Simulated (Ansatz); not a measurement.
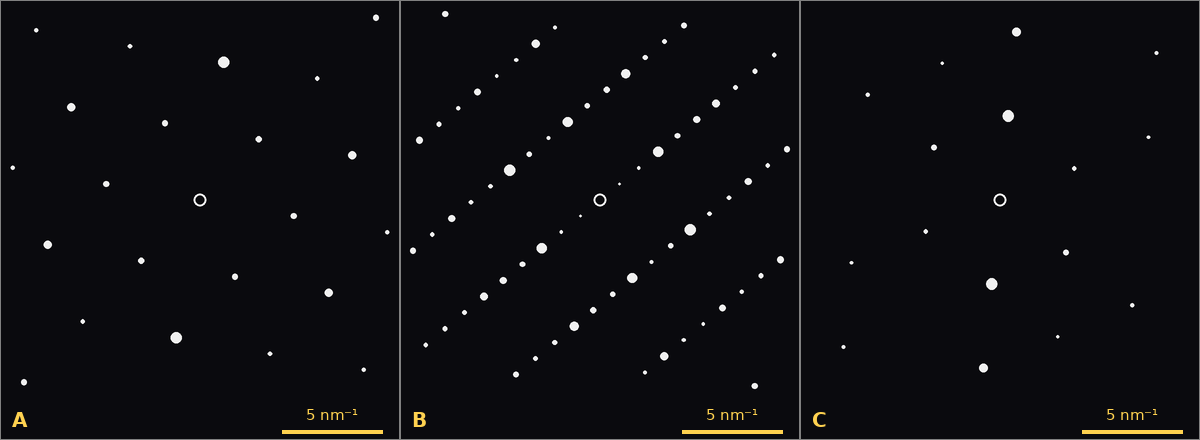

Computed electron diffraction patterns, 200 kV, single scattering only, B = 0.5 Å².

All three come from Mo₃N₂, space group P-3m1 (No. 164), a = 2.86 Å, c = 7.94 Å (hexagonal axes). Structure: the end point of a relaxation with Ansatz, DFT PBE, scalar-relativistic, plane waves, PAW; the starting structure was generated, so it need not be a known form of this composition.

### Assign the zone axes [100], [101], [121] to A, B and C.

A is [121]: centred rectangular net of 1 -1 1 at d = 2.37 Å and 1 0 -1 at d = 2.37 Å, at 68.5°. B is [100]: rectangular net of 0 0 1 (weak) at d = 7.94 Å and 0 1 0 (weak) at d = 2.48 Å, at 90.0°. C is [101]: centred rectangular net of 0 1 0 (weak) at d = 2.48 Å and 1 0 -1 at d = 2.37 Å, at 61.5°.
